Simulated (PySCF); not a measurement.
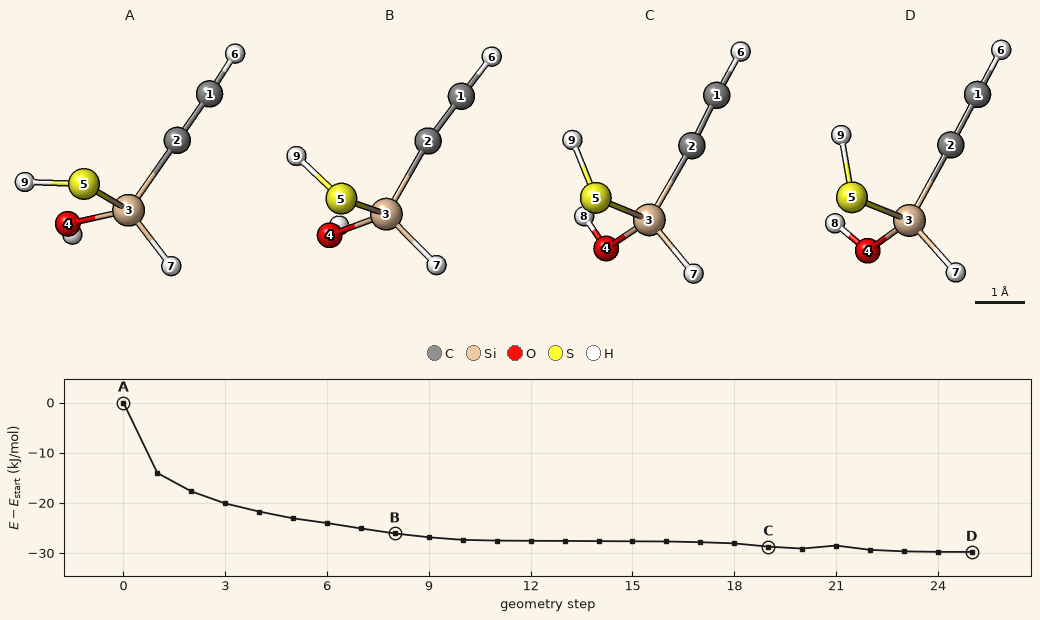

Frames of a relaxation of C2H4OSSi, marked on the history of the run. Style: ball-and-stick. Shown from a free direction.

The start comes from GFN2-xTB. Its atoms were then displaced at random by about 0.01 Å.

These are results of PBE0-D3(BJ)/def2-SVP geometry optimisation, gas phase (PySCF 2.14.0, density-fitted response routines), not measurements. 

> Describe the path.

The energy falls by 29.8 kJ/mol in 25 geometry steps. The largest move after the best rigid fit is that of H9, 1.22 Å. By element the largest moves are H 1.22 Å, O 0.78 Å, S 0.41 Å, C 0.30 Å, Si 0.22 Å. Near-neighbour distances that change, for instance: Si3–O4 1.595 → 1.656 Å, S5–H9 1.298 → 1.351 Å, C1–H6 1.028 → 1.076 Å, C2–Si3 1.865 → 1.834 Å. Among the angles between lasting bonds that change: O4–Si3–S5 103.5° → 114.8°, O4–Si3–H7 114.6° → 105.3°, Si3–O4–H8 123.1° → 117.5°. Groups turn about Si3–O4 by about 115°, Si3–S5 by about 80°. From step 0 to 8: H9 moves most (0.58 Å), energy −26.1 kJ/mol. From step 8 to 19: O and H atoms move most (0.48 Å), energy −2.62 kJ/mol. From step 19 to 25: H8 moves most (0.25 Å), energy −1.06 kJ/mol.

| step | E − E(0), kJ/mol |
| --- | --- |
| 0 | 0.00 |
| 1 | -14.02 |
| 2 | -17.68 |
| 3 | -20.09 |
| 4 | -21.71 |
| 5 | -23.06 |
| 6 | -24.00 |
| 7 | -25.08 |
| 8 | -26.08 |
| 9 | -26.84 |
| 10 | -27.35 |
| 11 | -27.50 |
| 12 | -27.54 |
| 13 | -27.57 |
| 14 | -27.61 |
| 15 | -27.64 |
| 16 | -27.68 |
| 17 | -27.82 |
| 18 | -28.06 |
| 19 | -28.70 |
| 20 | -29.09 |
| 21 | -28.49 |
| 22 | -29.34 |
| 23 | -29.65 |
| 24 | -29.75 |
| 25 | -29.76 |
